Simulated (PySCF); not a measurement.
# CH₃Cl₅Si₂: NMR shifts at several levels of theory, part 2 of 2

PySCF 2.14.0. Atoms count from 0. The steps go on from the part before.

## 6. Shielding tensors: PBE0/6-31G

The job: settings as JSON, then the geometry in Å.

```
{"job": {"kind": "nmr", "xc": "PBE0", "basis": "6-31G", "pop": true}, "charge": 0, "multiplicity": 1}
C     -2.019598    -0.212263     0.130862
Si    -0.749911     1.131670    -0.004854
Cl    -1.044225     2.213159    -1.735765
Cl    -0.859904     2.407181     1.613099
Si     1.409580     0.272617    -0.094829
Cl     1.831932    -0.678914     1.678274
Cl     1.463502    -1.129064    -1.600701
Cl     2.827461     1.704864    -0.458324
H     -1.850813    -0.798818     1.046654
H     -3.030532     0.220848     0.163667
H     -1.943120    -0.880136    -0.740607
```

With the program's defaults for keys left out, this is: GIAO PBE0/6-31G NMR shielding, non-relativistic, gas phase.

Log:

```text
coarse grid: 14320 points
cycle   1  E = -2918.7297535501  dE =  1.159e+00  |g| = 6.424e-01  |ddm| = 3.578e+00
cycle   2  E = -2918.6331840420  dE =  9.657e-02  |g| = 8.628e-01  |ddm| = 2.975e+00
cycle   3  E = -2918.8923673270  dE = -2.592e-01  |g| = 3.407e-02  |ddm| = 1.670e+00
cycle   4  E = -2918.8925261938  dE = -1.589e-04  |g| = 2.443e-02  |ddm| = 7.085e-02
cycle   5  E = -2918.8927013681  dE = -1.752e-04  |g| = 2.050e-03  |ddm| = 3.870e-02
cycle   6  E = -2918.8927028636  dE = -1.495e-06  |g| = 6.260e-04  |ddm| = 5.702e-03
final grid: 109912 points
cycle   7  E = -2918.7982367868  dE = -8.065e-06  |g| = 4.585e-03  |ddm| = 1.923e-02
cycle   8  E = -2918.7982353482  dE =  1.439e-06  |g| = 5.177e-03  |ddm| = 1.080e-02
cycle   9  E = -2918.7982426004  dE = -7.252e-06  |g| = 3.522e-04  |ddm| = 5.761e-03
cycle  10  E = -2918.7982426401  dE = -3.976e-08  |g| = 5.078e-05  |ddm| = 7.029e-04
cycle  11  E = -2918.7982426408  dE = -6.612e-10  |g| = 2.467e-05  |ddm| = 1.390e-04
converged SCF energy = -2918.7982426408

GIAO shielding tensors (ppm)
atom      isotropic    diamagn.    paramagn.     s11        s22        s33       span
  0 C      193.518     255.267     -61.748    183.139    189.478    207.938     24.798
  1 Si     356.298     875.943    -519.645    307.999    373.126    387.768     79.770
  2 Cl     912.833    1146.989    -234.156    806.829    931.870    999.799    192.970
  3 Cl     913.751    1146.961    -233.210    806.954    936.983    997.316    190.363
  4 Si     339.655     875.954    -536.300    307.037    348.725    363.202     56.164
  5 Cl     830.025    1147.352    -317.327    711.903    840.784    937.390    225.487
  6 Cl     829.276    1147.525    -318.249    710.495    838.898    938.434    227.939
  7 Cl     839.426    1146.482    -307.056    725.437    849.727    943.114    217.677
  8 H       31.936      29.398       2.538     26.601     30.374     38.833     12.232
  9 H       31.741      28.625       3.116     26.565     28.981     39.677     13.112
 10 H       31.866      29.385       2.481     26.378     30.597     38.624     12.246
```

Wall time 14 s (1 thread, shared host).

In short: δ C0 6.0, Si4 105.1, Si1 88.4, Cl5 98, H8 0.76 ppm (means over like atoms).

## 7. NMR shieldings: PBE0/6-31G*

The job, as its differences from that of step 6:

```diff
@@ -1,2 +1,2 @@
-{"job": {"kind": "nmr", "xc": "PBE0", "basis": "6-31G", "pop": true}, "charge": 0, "multiplicity": 1}
+{"job": {"kind": "nmr", "xc": "PBE0", "basis": "6-31G*", "pop": true}, "charge": 0, "multiplicity": 1}
 C     -2.019598    -0.212263     0.130862
```

With the program's defaults for keys left out, this is: GIAO PBE0/6-31G* NMR shielding, non-relativistic, gas phase.

Log:

```text
coarse grid: 14320 points
cycle   1  E = -2918.9875933935  dE =  8.989e-01  |g| = 5.860e-01  |ddm| = 3.404e+00
cycle   2  E = -2918.8946576405  dE =  9.294e-02  |g| = 8.209e-01  |ddm| = 1.871e+00
cycle   3  E = -2919.0928405130  dE = -1.982e-01  |g| = 6.535e-02  |ddm| = 1.146e+00
cycle   4  E = -2919.0939289550  dE = -1.088e-03  |g| = 2.074e-02  |ddm| = 1.023e-01
cycle   5  E = -2919.0940373163  dE = -1.084e-04  |g| = 6.953e-03  |ddm| = 3.102e-02
cycle   6  E = -2919.0940513060  dE = -1.399e-05  |g| = 7.128e-04  |ddm| = 9.816e-03
cycle   7  E = -2919.0940514340  dE = -1.280e-07  |g| = 3.425e-04  |ddm| = 1.540e-03
final grid: 109912 points
cycle   8  E = -2918.9998352316  dE = -1.141e-05  |g| = 4.782e-03  |ddm| = 1.789e-02
cycle   9  E = -2918.9998340565  dE =  1.175e-06  |g| = 5.313e-03  |ddm| = 1.002e-02
cycle  10  E = -2918.9998414670  dE = -7.411e-06  |g| = 3.904e-04  |ddm| = 5.167e-03
cycle  11  E = -2918.9998415133  dE = -4.625e-08  |g| = 6.905e-05  |ddm| = 7.007e-04
cycle  12  E = -2918.9998415144  dE = -1.169e-09  |g| = 2.669e-05  |ddm| = 1.269e-04
cycle  13  E = -2918.9998415147  dE = -2.092e-10  |g| = 5.279e-06  |ddm| = 4.500e-05
converged SCF energy = -2918.9998415147

GIAO shielding tensors (ppm)
atom      isotropic    diamagn.    paramagn.     s11        s22        s33       span
  0 C      188.646     253.391     -64.745    179.129    186.393    200.416     21.287
  1 Si     360.583     877.128    -516.544    321.205    366.620    393.925     72.720
  2 Cl     899.294    1147.163    -247.869    786.233    916.921    994.728    208.495
  3 Cl     900.083    1147.108    -247.024    786.161    918.984    995.106    208.945
  4 Si     356.326     876.359    -520.032    338.849    357.342    372.789     33.940
  5 Cl     826.666    1147.875    -321.209    706.342    813.385    960.271    253.928
  6 Cl     825.682    1148.168    -322.487    704.907    811.538    960.601    255.694
  7 Cl     834.966    1146.193    -311.228    719.351    816.668    968.878    249.527
  8 H       31.507      29.957       1.550     27.099     30.118     37.304     10.205
  9 H       31.293      27.959       3.335     26.979     28.843     38.057     11.079
 10 H       31.447      29.967       1.480     26.898     30.329     37.115     10.216
```

It took 22 s on 1 thread, shared host.

In short: δ C0 5.5, Si4 61.8, Si1 57.5, Cl5 101, H8 0.55 ppm (means over like atoms).

## 8. Nuclear shieldings: PBE0/6-311+G(2d,p)

The job, as its differences from that of step 7:

```diff
@@ -1,2 +1,2 @@
-{"job": {"kind": "nmr", "xc": "PBE0", "basis": "6-31G*", "pop": true}, "charge": 0, "multiplicity": 1}
+{"job": {"kind": "nmr", "xc": "PBE0", "basis": "6-311+G(2d,p)", "pop": true}, "charge": 0, "multiplicity": 1}
 C     -2.019598    -0.212263     0.130862
```

Method: GIAO PBE0/6-311+G(2d,p) NMR shielding, non-relativistic, gas phase.

Log:

```text
coarse grid: 14320 points
cycle   1  E = -2919.1021090366  dE =  7.397e-01  |g| = 6.072e-01  |ddm| = 3.478e+00
cycle   2  E = -2919.0145327541  dE =  8.758e-02  |g| = 8.235e-01  |ddm| = 1.577e+00
cycle   3  E = -2919.1846114702  dE = -1.701e-01  |g| = 1.120e-01  |ddm| = 1.103e+00
cycle   4  E = -2919.1874811929  dE = -2.870e-03  |g| = 4.531e-02  |ddm| = 2.246e-01
cycle   5  E = -2919.1880124920  dE = -5.313e-04  |g| = 8.965e-03  |ddm| = 5.613e-02
cycle   6  E = -2919.1880317991  dE = -1.931e-05  |g| = 2.062e-03  |ddm| = 1.280e-02
cycle   7  E = -2919.1880327486  dE = -9.496e-07  |g| = 6.038e-04  |ddm| = 3.969e-03
final grid: 109912 points
cycle   8  E = -2919.2366155322  dE = -4.289e-05  |g| = 5.141e-03  |ddm| = 3.938e-02
cycle   9  E = -2919.2366143086  dE =  1.224e-06  |g| = 5.579e-03  |ddm| = 9.285e-03
cycle  10  E = -2919.2366216299  dE = -7.321e-06  |g| = 5.691e-04  |ddm| = 5.054e-03
cycle  11  E = -2919.2366217100  dE = -8.013e-08  |g| = 1.618e-04  |ddm| = 1.108e-03
cycle  12  E = -2919.2366217158  dE = -5.774e-09  |g| = 7.397e-05  |ddm| = 3.193e-04
cycle  13  E = -2919.2366217171  dE = -1.330e-09  |g| = 1.294e-05  |ddm| = 9.340e-05
cycle  14  E = -2919.2366217172  dE = -4.047e-11  |g| = 3.455e-06  |ddm| = 2.466e-05
converged SCF energy = -2919.2366217172

GIAO shielding tensors (ppm)
atom      isotropic    diamagn.    paramagn.     s11        s22        s33       span
  0 C      179.537     253.310     -73.772    169.607    177.711    191.294     21.686
  1 Si     316.957     879.171    -562.214    277.432    317.582    355.856     78.424
  2 Cl     861.952    1147.867    -285.915    736.937    870.209    978.712    241.775
  3 Cl     863.147    1147.851    -284.704    736.706    871.833    980.902    244.196
  4 Si     323.240     878.975    -555.735    307.755    322.545    339.421     31.667
  5 Cl     791.213    1148.665    -357.452    657.166    766.433    950.041    292.875
  6 Cl     789.713    1148.943    -359.230    655.541    764.069    949.531    293.990
  7 Cl     801.151    1147.193    -346.041    669.986    772.270    961.198    291.212
  8 H       30.674      31.468      -0.794     26.606     29.070     36.345      9.739
  9 H       30.536      29.744       0.792     26.681     28.104     36.824     10.144
 10 H       30.614      31.478      -0.864     26.395     29.303     36.145      9.750
```

Wall time 62 s (1 thread, shared host).

Key values: δ C0 6.9, Si1 27.5, Si4 21.2, Cl5 154, H8 0.90 ppm (means over like atoms).

## 9. Comparing the runs: NMR shifts

Shifts (ppm), means over like atoms, with basis size and wall time:

```tsv
run	C0	H8	Si1	Si4	Cl5	Cl2	functions	time
HF/pcSseg-1	3.8	0.81	27.0	22.1	65	7	200	20 s
BLYP/pcSseg-1	7.7	0.81	37.2	31.4	162	84	200	32 s
PBE0/STO-3G	3.5	1.20	25.6	26.2	-70	-105	71	6.7 s
PBE0/6-31G	6.0	0.76	88.4	105.1	98	18	106	14 s
PBE0/6-31G*	5.5	0.55	57.5	61.8	101	30	146	22 s
PBE0/6-311+G(2d,p)	6.9	0.90	27.5	21.2	154	85	290	62 s
measured	–	–	14.0	-0.2	–	–	–	–
```

Measured: solution; U. Herzog, Habilitationsschrift, TU Bergakademie Freiberg, 2002/2003.

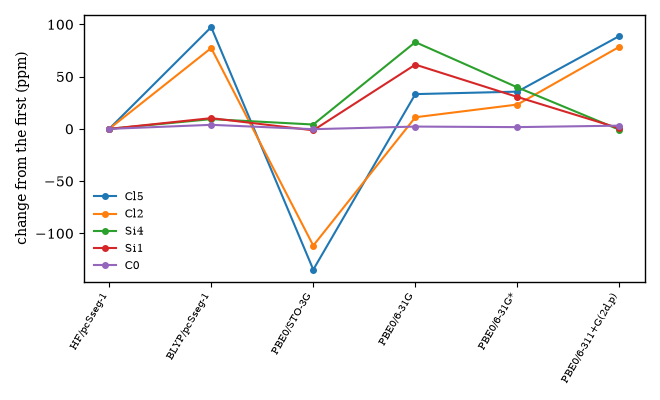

How five of the tabulated atoms move from run to run.

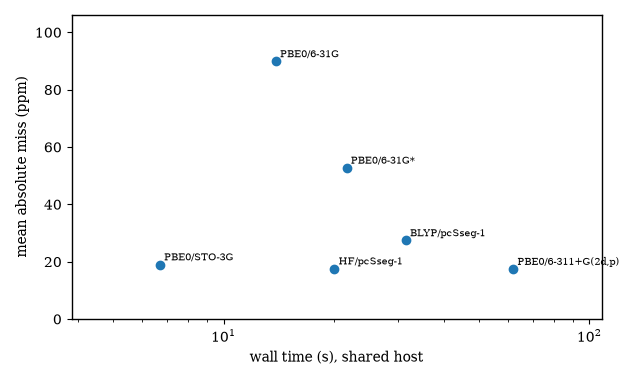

Cost against miss for the 2 measured ²⁹Si shifts.

## 10. What came out

The summary covers parts 1 to 2.

```
                                                              quantity                                            value
                                                           point group                                               C1
                                  rotational constants (main isotopes)                             0.73, 0.49, 0.45 GHz
                                  ¹³C shifts against TMS (HF/pcSseg-1)                                          3.8 ppm
  ¹H shifts against TMS (HF/pcSseg-1, means over atoms taken as alike)                                         0.81 ppm
                                 ²⁹Si shifts against TMS (HF/pcSseg-1)                                   27.0, 22.1 ppm
³⁵Cl shifts against HCl (HF/pcSseg-1, means over atoms taken as alike)                                        65, 7 ppm
                              measured, and computed on the same scale           Si4 δ -0.2, 22.1; Si1 δ 14.0, 27.0 ppm
                                             range of the shift of Cl5                                   -70 to 162 ppm
                                         property runs in this session  6, of which 0 failed and 1 gave unsound results
```

In words: Single values in the summary come from the first run of each kind that ended normally (HF/pcSseg-1), which need not be the best level. The optimisation took 4 steps and gained 0.128 eV; among the close pairs (by a distance rule), C0–Si1 changed most, from 1.904 to 1.854 Å. At HF/pcSseg-1: The widest tensor belongs to Cl5, Cl6, Cl7: span 236 ppm, with a paramagnetic part of -257 ppm. 2 measured ²⁹Si shifts can be compared: mean absolute error 17.6 ppm, mean signed error +17.6 ppm. Vibration, temperature and solvent are missing from the calculation, and it holds one conformer, so part of the miss against the measured shifts is not the functional's. Across the 6 runs the shift of Cl5 (with its like atoms) moves most, between -70 (PBE0/STO-3G) and 162 ppm (BLYP/pcSseg-1). A minimal basis is unusable for shieldings, so that end is no result. For the 2 measured ²⁹Si shifts, PBE0/6-311+G(2d,p) misses least (17.4 ppm, 62 s) and PBE0/6-31G most (89.9 ppm, 14 s); the quickest, PBE0/STO-3G, misses by 19.0 ppm in 6.7 s. One molecule ranks no method: errors cancel, and vibration and temperature are missing from all runs.
